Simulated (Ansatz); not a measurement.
# AlGaSiH+ (triplet): the correlation ladder, cc-pVDZ

Aim: climb from Hartree-Fock through coupled cluster for AlGaSiH+ (triplet) at one geometry and basis, and see what each rung misses.

Computed with Ansatz 0.2.0, Gaussian basis. Level: cc-pVDZ, core rule «outside noble gas», up to 24 orbitals frozen.

The runs, in order: UHF; CCSD(T) on ROHF; CCSD(T) on UHF; BCCD(T) on ROHF; CISD as a restricted active space (open shells left free, so some higher excitations enter); CCSDT(Q) on ROHF; CCSDT(Q) on UHF.

28 further runs of the same task are left out: 2 for a known fault of the program, 16 that didn't finish, 10 set aside as unsound or not needed. Runs told in other sessions of the task aren't counted.

## 1. What is computed

The geometry is a PBE0/def2-TZVP stationary point (not a proven minimum) of the parent state, kept for this charge and spin. No spin-orbit coupling is included. The filled d shell of Ga may be among the frozen orbitals whatever the setting's name suggests.

4 atoms, charge 1, spin multiplicity 3.

Atoms are counted from 1 here; the program's logs count them from 0.

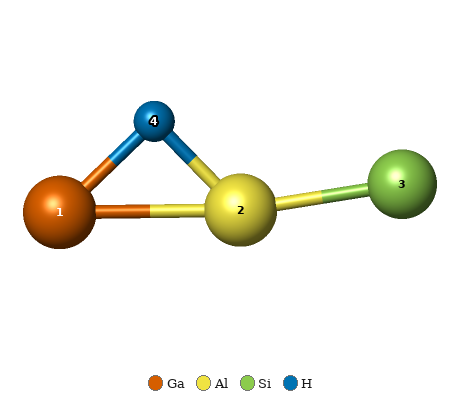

The structure; gallium orange, aluminium yellow, silicon green, hydrogen blue; atoms are numbered from 1 in the order of the file.

As a file:

```
Ga    0.0000   -0.2796    2.2832
Al    0.0000   -0.4385   -0.3541
Si    0.0000   -0.2324   -2.7363
H     0.0000    0.9506    0.8072
```

In the tables R marks a restricted open-shell determinant and U an unrestricted one; energies count from the table's Hartree-Fock row.

## 2. UHF

in.yaml reads:

```yaml
crystal:
  periodic: [false, false, false]
  atoms:
    - {symbol: Ga, position_ang: [-0.000001, -0.279644, 2.283217]}
    - {symbol: Al, position_ang: [0.000001, -0.438476, -0.354113]}
    - {symbol: Si, position_ang: [-0.000002, -0.232433, -2.736259]}
    - {symbol: H, position_ang: [0.000003, 0.950553, 0.807155]}
basis:
  gaussian: {orbitals: cc-pVDZ}
total_charge: 1
magnetization: {spin_polarized: true, initial_magnetization: 2}
hamiltonian: {xc: hf}
output: {orbitals: {seedname: orbitals}}
```

Run with:

```sh
ansatz run in.yaml --threads 1 --pin off --events-out ev --progress --plain --max-ram 2393MiB
```

Standard output:

```text
Functional definition: HF
  name "HF"
  cite "Fock, Z. Phys. 61, 126 (1930) doi:10.1007/BF01340294"
  parent pbe
  exchange = exact_x
  correlation = 0
733 factors; integrals over basis functions are off by at most 1.1e-3 eV
mean field evaluation 1: about -66784.2470 eV, gradient 7.1e0 eV
mean field evaluation 2: about -66784.2519 eV, gradient 7.1e0 eV
mean field evaluation 4: about -66785.2164 eV, gradient 1.5e0 eV
mean field evaluation 8: about -66785.6834 eV, gradient 7.1e-1 eV
mean field evaluation 16: about -66785.7438 eV, gradient 8.3e-5 eV
mean field evaluation 32: about -66785.6993 eV, gradient 2.4e-1 eV
mean field evaluation 64: about -66785.6194 eV, gradient 8.6e-1 eV
mean field evaluation 96: about -66785.6292 eV, gradient 7.0e-1 eV
mean field evaluation 128: about -66784.7753 eV, gradient 3.5e0 eV
mean field evaluation 160: about -66785.5196 eV, gradient 1.8e-1 eV
mean field evaluation 192: about -66785.6729 eV, gradient 7.4e-1 eV
mean field evaluation 224: about -66778.7625 eV, gradient 5.4e0 eV
mean field -66785.74381515 eV, -2454.3308162038 hartree, gradient 2.9e-6 eV, S^2 2.386020; 5 other end points of the search recorded, 0 dependent functions left out
reference -66785.74381515 eV, -2454.3308162038 hartree; 30, 28 occupied and 38, 40 virtual orbitals, 733 factors
Total energy: -66785.74381515 eV, -2454.3308162038 hartree
```

Run time: 16 s. Hardware: 1 thread of Arm Neoverse N1, shared host.

From the report: ⟨S²⟩ of the determinant 2.386 (pure triplet: 2.00).

## 3. CCSD(T) on ROHF

Edit in.yaml of step 2 so:

```diff
@@ -10,4 +10,4 @@
 total_charge: 1
-magnetization: {spin_polarized: true, initial_magnetization: 2}
-hamiltonian: {xc: hf}
-output: {orbitals: {seedname: orbitals}}
+magnetization: {spin_polarized: false, initial_magnetization: 2}
+correlation: {method: ccsd_t, electrons: outside_noble_gas}
+output: {forces: true}
```

The command is unchanged.

Standard output, cut to the lines that bear on the results:

```text
Functional definition: HF
  name "HF"
  cite "Fock, Z. Phys. 61, 126 (1930) doi:10.1007/BF01340294"
  parent pbe
[...]
733 factors; integrals over basis functions are off by at most 1.1e-3 eV
[...]
mean field -66785.38192937 eV, -2454.3175171467 hartree, gradient 1.0e-6 eV, S^2 2.000000; 17 other end points of the search recorded, 0 dependent functions left out
[...]
determinant -66785.38192937 eV, -2454.3175171467 hartree, with singles and doubles -66790.78767796 eV, -2454.5161747432 hartree
determinant -66785.07864592 eV, -2454.3063716854 hartree, with singles and doubles -66790.39274202 eV, -2454.5016611149 hartree
determinant -66783.60577513 eV, -2454.2522446821 hartree, with singles and doubles -66789.16129134 eV, -2454.4564061371 hartree
determinant -66783.25461973 eV, -2454.2393399594 hartree, with singles and doubles -66788.74043079 eV, -2454.4409397973 hartree
[...]
24 core orbitals not correlated: weight in the atoms' cores, before any rotation towards them, 1.000 or more for the frozen orbitals, at most 0.000 for the correlated occupied ones
reference -66785.38192937 eV, -2454.3175171467 hartree; 6, 4 occupied and 38, 40 virtual orbitals, 733 factors
second order -3.98582673 eV of doubles, -0.08705358 eV of singles
cycle   1  -5.44175744 eV  change    3.2e-6 eV  update   4.7e-6
[...]
cycle   9  -5.44175248 eV  change    6.0e-8 eV  update   1.3e-7
perturbative correction -0.24466344 eV, -0.0089912155 hartree
[...]
Total energy: -66791.06834529 eV, -2454.5264890773 hartree
Atom 0 at    -0.000001    -0.279644     2.283217 Å, force    -0.000000    -0.266216     1.386510 eV/Å
Atom 1 at     0.000001    -0.438476    -0.354113 Å, force     0.000001     0.540862     0.310383 eV/Å
Atom 2 at    -0.000002    -0.232433    -2.736259 Å, force    -0.000000     0.036675    -0.833331 eV/Å
Atom 3 at     0.000003     0.950553     0.807155 Å, force    -0.000001    -0.311321    -0.863562 eV/Å
Dipole moment:     0.000000     0.075660    -0.382671 e Å
```

It took 92 s on 1 thread of Arm Neoverse N1, shared host.

From the report: correlation -5.6864 eV; T1 0.084; largest double amplitude 0.06.

## 4. CCSD(T) on UHF

Edit in.yaml of step 3 so:

```diff
@@ -10,3 +10,3 @@
 total_charge: 1
-magnetization: {spin_polarized: false, initial_magnetization: 2}
+magnetization: {spin_polarized: true, initial_magnetization: 2}
 correlation: {method: ccsd_t, electrons: outside_noble_gas}
```

Same command.

Standard output, cut to the lines that bear on the results:

```text
Functional definition: HF
  name "HF"
  cite "Fock, Z. Phys. 61, 126 (1930) doi:10.1007/BF01340294"
  parent pbe
[...]
733 factors; integrals over basis functions are off by at most 1.1e-3 eV
[...]
mean field -66785.74381515 eV, -2454.3308162038 hartree, gradient 2.5e-6 eV, S^2 2.386019; 27 other end points of the search recorded, 0 dependent functions left out
determinant -66785.74381515 eV, -2454.3308162038 hartree, with singles and doubles -66790.80752873 eV, -2454.5169042455 hartree
determinant -66785.44061546 eV, -2454.3196738207 hartree, with singles and doubles -66790.49315693 eV, -2454.5053512950 hartree
determinant -66785.36201646 eV, -2454.3167853606 hartree, with singles and doubles -66790.33668291 eV, -2454.4996009808 hartree
determinant -66785.30658811 eV, -2454.3147484065 hartree, with singles and doubles -66790.40290161 eV, -2454.5020344730 hartree
[...]
24 core orbitals not correlated: weight in the atoms' cores, before any rotation towards them, 1.000 or more for the frozen orbitals, at most 0.000 for the correlated occupied ones
reference -66785.74381515 eV, -2454.3308162038 hartree; 6, 4 occupied and 38, 40 virtual orbitals, 733 factors
second order -3.63636195 eV of doubles, -0.00000000 eV of singles
cycle   1  -5.08114537 eV  change   -2.0e-6 eV  update   3.6e-6
[...]
cycle  10  -5.08114008 eV  change   -5.4e-8 eV  update   1.4e-7
perturbative correction -0.23176529 eV, -0.0085172173 hartree
[...]
Total energy: -66791.05672052 eV, -2454.5260618749 hartree
Atom 0 at    -0.000001    -0.279644     2.283217 Å, force    -0.000000    -0.267450     1.381331 eV/Å
Atom 1 at     0.000001    -0.438476    -0.354113 Å, force     0.000001     0.523339     0.404501 eV/Å
Atom 2 at    -0.000002    -0.232433    -2.736259 Å, force    -0.000000     0.050833    -0.911711 eV/Å
Atom 3 at     0.000003     0.950553     0.807155 Å, force    -0.000001    -0.306721    -0.874121 eV/Å
Dipole moment:     0.000000     0.069316    -0.404355 e Å
```

Wall time 1.7 min (1 thread of Arm Neoverse N1, shared host).

From the report: ⟨S²⟩ of the determinant 2.386 (pure triplet: 2.00); correlation -5.3129 eV; T1 0.066; largest double amplitude 0.06.

## 5. BCCD(T) on ROHF

Edit in.yaml of step 4 so:

```diff
@@ -10,4 +10,3 @@
 total_charge: 1
-magnetization: {spin_polarized: true, initial_magnetization: 2}
-correlation: {method: ccsd_t, electrons: outside_noble_gas}
-output: {forces: true}
+magnetization: {spin_polarized: false, initial_magnetization: 2}
+correlation: {method: bccd_t, electrons: outside_noble_gas}
```

Launched as before.

Standard output, cut to the lines that bear on the results:

```text
Functional definition: HF
  name "HF"
  cite "Fock, Z. Phys. 61, 126 (1930) doi:10.1007/BF01340294"
  parent pbe
[...]
733 factors; integrals over basis functions are off by at most 1.1e-3 eV
[...]
mean field -66785.38192937 eV, -2454.3175171467 hartree, gradient 1.0e-6 eV, S^2 2.000000; 17 other end points of the search recorded, 0 dependent functions left out
[...]
determinant -66785.38192937 eV, -2454.3175171467 hartree, with singles and doubles -66790.78767796 eV, -2454.5161747432 hartree
determinant -66785.07864592 eV, -2454.3063716854 hartree, with singles and doubles -66790.39274202 eV, -2454.5016611149 hartree
determinant -66783.60577513 eV, -2454.2522446821 hartree, with singles and doubles -66789.16129134 eV, -2454.4564061371 hartree
determinant -66783.25461973 eV, -2454.2393399594 hartree, with singles and doubles -66788.74043079 eV, -2454.4409397973 hartree
[...]
determinant -66782.44608804 eV, -2454.2096269675 hartree, with singles and doubles -66788.20619606 eV, -2454.4213070332 hartree
determinant -66785.38192937 eV, -2454.3175171467 hartree, with singles and doubles -66790.82369003 eV, -2454.5174981622 hartree
determinant -66785.07864592 eV, -2454.3063716854 hartree, with singles and doubles -66790.39338134 eV, -2454.5016846095 hartree
[...]
24 core orbitals not correlated: weight in the atoms' cores, before any rotation towards them, 1.000 or more for the frozen orbitals, at most 0.000 for the correlated occupied ones
reference -66785.38192937 eV, -2454.3175171467 hartree; 6, 4 occupied and 38, 40 virtual orbitals, 733 factors
second order -3.98582673 eV of doubles, -0.08705358 eV of singles
cycle   1  -5.46921737 eV  change   -2.7e-2 eV  update   4.3e-2
[...]
cycle  17  -5.42979399 eV  change   -2.4e-6 eV  update   1.0e-5
perturbative correction -0.26341294 eV, -0.0096802472 hartree
Total energy: -66791.07513631 eV, -2454.5267386427 hartree
```

Run time: 84 s. Hardware: 1 thread of Arm Neoverse N1, shared host.

From the report: correlation -5.6932 eV; largest double amplitude 0.09.

## 6. CISD as a restricted active space (open shells left free, so some higher excitations enter)

Edit in.yaml of step 5 so:

```diff
@@ -11,2 +11,2 @@
 magnetization: {spin_polarized: false, initial_magnetization: 2}
-correlation: {method: bccd_t, electrons: outside_noble_gas}
+correlation: {active_space: {ras: {orbitals: [4, 2, 38], electrons: 10, max_holes: 2, max_particles: 2}, fixed_orbitals: true}}
```

The command is unchanged.

Standard output, cut to the lines that bear on the results:

```text
Functional definition: HF
  name "HF"
  cite "Fock, Z. Phys. 61, 126 (1930) doi:10.1007/BF01340294"
  parent pbe
[...]
733 factors; integrals over basis functions are off by at most 1.1e-3 eV
[...]
mean field -66785.38192937 eV, -2454.3175171467 hartree, gradient 1.0e-6 eV, S^2 2.000000; 12 other end points of the search recorded, 0 dependent functions left out
reference -66785.38192937 eV, -2454.3175171467 hartree; 30, 28 occupied and 38, 40 virtual orbitals, 733 factors
state -66790.19803667 eV, -2454.4945058254 hartree
Total energy: -66790.19803667 eV, -2454.4945058254 hartree
```

It took 24 s on 1 thread of Arm Neoverse N1, shared host.

From the report: 105,806 determinants.

## 7. CCSDT(Q) on ROHF

Edit in.yaml of step 6 so:

```diff
@@ -11,2 +11,2 @@
 magnetization: {spin_polarized: false, initial_magnetization: 2}
-correlation: {active_space: {ras: {orbitals: [4, 2, 38], electrons: 10, max_holes: 2, max_particles: 2}, fixed_orbitals: true}}
+correlation: {method: ccsdt_q, electrons: outside_noble_gas}
```

The command is unchanged.

Standard output, cut to the lines that bear on the results:

```text
Functional definition: HF
  name "HF"
  cite "Fock, Z. Phys. 61, 126 (1930) doi:10.1007/BF01340294"
  parent pbe
[...]
1320 factors; integrals over basis functions are off by at most 1.5e-7 eV
[...]
mean field -66785.38199777 eV, -2454.3175196604 hartree, gradient 2.9e-6 eV, S^2 2.000000; 19 other end points of the search recorded, 0 dependent functions left out
[...]
determinant -66785.38199777 eV, -2454.3175196604 hartree, with singles and doubles -66790.78775927 eV, -2454.5161777312 hartree
determinant -66785.07871302 eV, -2454.3063741511 hartree, with singles and doubles -66790.39282555 eV, -2454.5016641846 hartree
determinant -66783.60584395 eV, -2454.2522472112 hartree, with singles and doubles -66789.16137265 eV, -2454.4564091255 hartree
determinant -66783.25468943 eV, -2454.2393425205 hartree, with singles and doubles -66788.74050760 eV, -2454.4409426201 hartree
[...]
determinant -66782.44614996 eV, -2454.2096292432 hartree, with singles and doubles -66788.20627273 eV, -2454.4213098507 hartree
determinant -66785.38199777 eV, -2454.3175196604 hartree, with singles and doubles -66790.82377028 eV, -2454.5175011113 hartree
determinant -66785.07871302 eV, -2454.3063741511 hartree, with singles and doubles -66790.39346458 eV, -2454.5016876687 hartree
[...]
24 core orbitals not correlated: weight in the atoms' cores, before any rotation towards them, 1.000 or more for the frozen orbitals, at most 0.000 for the correlated occupied ones
reference -66785.38199777 eV, -2454.3175196604 hartree; 6, 4 occupied and 38, 40 virtual orbitals, 1320 factors
second order -3.98586158 eV of doubles, -0.08705355 eV of singles
cycle   1  -4.92120256 eV  change   -8.5e-1 eV  update   1.1e-1
[...]
cycle  30  -5.77678324 eV  change    1.3e-7 eV  update   1.2e-6
perturbative correction -0.03004801 eV, -0.0011042439 hartree
Total energy: -66791.18882902 eV, -2454.5309167725 hartree
```

Run time: 3.3 min. Hardware: 1 thread of Arm Neoverse N1, shared host; peak memory 0.51 GiB.

From the report: correlation -5.8068 eV; T1 0.115; largest double amplitude 0.11.

## 8. CCSDT(Q) on UHF

Edit in.yaml of step 7 so:

```diff
@@ -10,3 +10,3 @@
 total_charge: 1
-magnetization: {spin_polarized: false, initial_magnetization: 2}
+magnetization: {spin_polarized: true, initial_magnetization: 2}
 correlation: {method: ccsdt_q, electrons: outside_noble_gas}
```

The command is unchanged.

Standard output, cut to the lines that bear on the results:

```text
Functional definition: HF
  name "HF"
  cite "Fock, Z. Phys. 61, 126 (1930) doi:10.1007/BF01340294"
  parent pbe
[...]
1320 factors; integrals over basis functions are off by at most 1.5e-7 eV
[...]
mean field -66785.74388671 eV, -2454.3308188334 hartree, gradient 2.5e-6 eV, S^2 2.386024; 26 other end points of the search recorded, 0 dependent functions left out
determinant -66785.74388671 eV, -2454.3308188334 hartree, with singles and doubles -66790.80761022 eV, -2454.5169072403 hartree
determinant -66785.44069085 eV, -2454.3196765911 hartree, with singles and doubles -66790.49323285 eV, -2454.5053540850 hartree
determinant -66785.36208830 eV, -2454.3167880006 hartree, with singles and doubles -66790.33676465 eV, -2454.4996039845 hartree
determinant -66785.30665651 eV, -2454.3147509201 hartree, with singles and doubles -66790.40298522 eV, -2454.5020375457 hartree
[...]
determinant -66785.36208830 eV, -2454.3167880006 hartree, with singles and doubles -66790.38155519 eV, -2454.5012500065 hartree
determinant -66785.30665651 eV, -2454.3147509201 hartree, with singles and doubles -66790.40295869 eV, -2454.5020365706 hartree
determinant -66785.17631203 eV, -2454.3099608488 hartree, with singles and doubles -66790.77710422 eV, -2454.5157861654 hartree
24 core orbitals not correlated: weight in the atoms' cores, before any rotation towards them, 1.000 or more for the frozen orbitals, at most 0.000 for the correlated occupied ones
reference -66785.74388671 eV, -2454.3308188334 hartree; 6, 4 occupied and 38, 40 virtual orbitals, 1320 factors
second order -3.63638692 eV of doubles, -0.00000000 eV of singles
cycle   1  -4.45900776 eV  change   -8.2e-1 eV  update   1.2e-1
[...]
cycle  36  -5.41325562 eV  change    5.3e-7 eV  update   9.0e-7
perturbative correction -0.02868849 eV, -0.0010542827 hartree
Total energy: -66791.18583082 eV, -2454.5308065908 hartree
```

It took 3.4 min on 1 thread of Arm Neoverse N1, shared host; peak memory 0.44 GiB.

From the report: ⟨S²⟩ of the determinant 2.386 (pure triplet: 2.00); correlation -5.4419 eV; T1 0.084; largest double amplitude 0.12.

## 9. The ladder

No level here is safe as a reference; RCCSDT(Q) serves as a yardstick only. Rows without a time are mean-field rows or come out of runs for another level: lower rungs of the coupled-cluster runs, or the Hartree-Fock search. The times of RCCSD(T), UCCSD(T) include forces.

Differences are taken before rounding.

| method | energy from the lowest ROHF (kJ/mol) | from RCCSDT(Q) (kJ/mol) | time |
| --- | --- | --- | --- |
| ROHF | 0.0 | +560.3 |  |
| UHF | -34.9 | +525.4 |  |
| RMP2 | -393.0 | +167.3 |  |
| UMP2 | -385.8 | +174.5 |  |
| CISD | -464.7 | +95.6 | 24 s |
| RCCSD | -525.0 | +35.2 |  |
| UCCSD | -525.2 | +35.1 |  |
| RCCSD(T) | -548.7 | +11.6 | 92 s |
| UCCSD(T) | -547.5 | +12.7 | 1.7 min |
| BCCD(T) | -549.3 | +11.0 | 84 s |
| RCCSDT | -557.4 | +2.9 |  |
| UCCSDT | -557.2 | +3.1 |  |
| RCCSDT(Q) | -560.3 | 0 | 3.3 min |
| UCCSDT(Q) | -560.0 | +0.3 | 3.4 min |

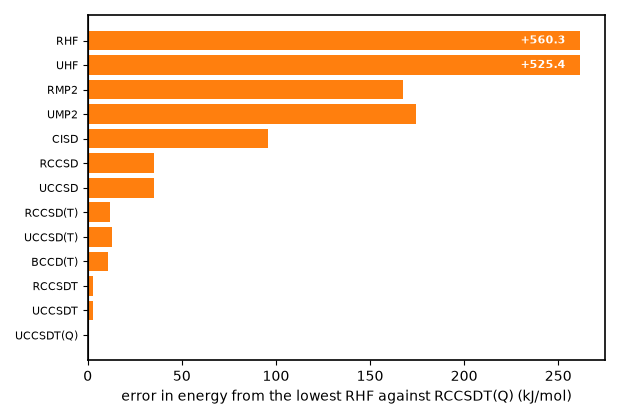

How far each level lands from RCCSDT(Q). Bars with a number in them are cut short.

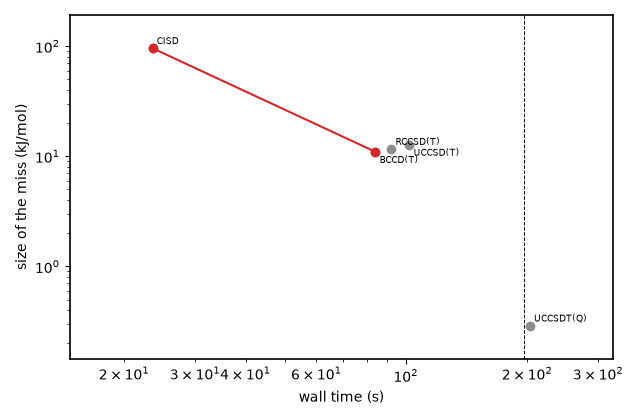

Miss against cost. Red marks the levels that no quicker level drawn beats (of those quicker than the yardstick), and the dashed line is the time of RCCSDT(Q). Times are from a shared host.

## 10. What came out

```
                     quantity          value
RCCSDT(Q) from the ROHF energy     -5.8069 eV
          RMP2 from RCCSDT(Q)  +167.3 kJ/mol
          UMP2 from RCCSDT(Q)  +174.5 kJ/mol
         RCCSD from RCCSDT(Q)   +35.2 kJ/mol
      RCCSD(T) from RCCSDT(Q)   +11.6 kJ/mol
      UCCSD(T) from RCCSDT(Q)   +12.7 kJ/mol
     UCCSDT(Q) from RCCSDT(Q)    +0.3 kJ/mol
                T1 diagnostic          0.084
```

**Reading.** RCCSD(T) lands +11.6 kJ/mol from the yardstick (2.1 % of the correlation energy). Warnings: spin contamination; large T1 diagnostic.

With open shells the CI space here admits some higher excitations, so it is larger than plain CISD.
